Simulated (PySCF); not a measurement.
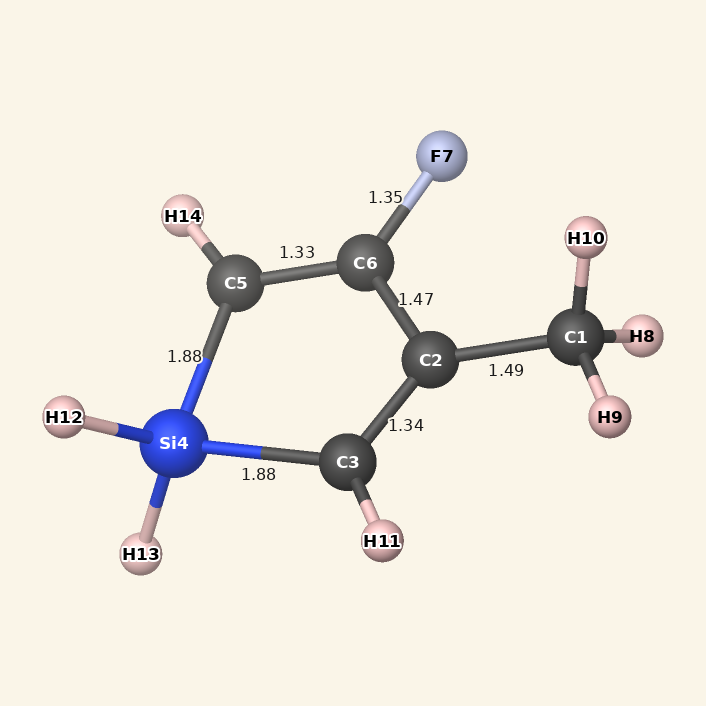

Bond lengths are marked in Å; every bond is drawn as one stick. The geometry was computed by an optimisation with GFN2-xTB. No frequency run is at hand to confirm it as a minimum.

> Which of the marked bonds are single, double, triple or aromatic?

C1–C2 single; C2–C3 double; C2–C6 single; C3–Si4 single; Si4–C5 single; C5–C6 double; C6–F7 single.

> Give the structure as SMILES.

CC1=C[SiH2]C=C1F
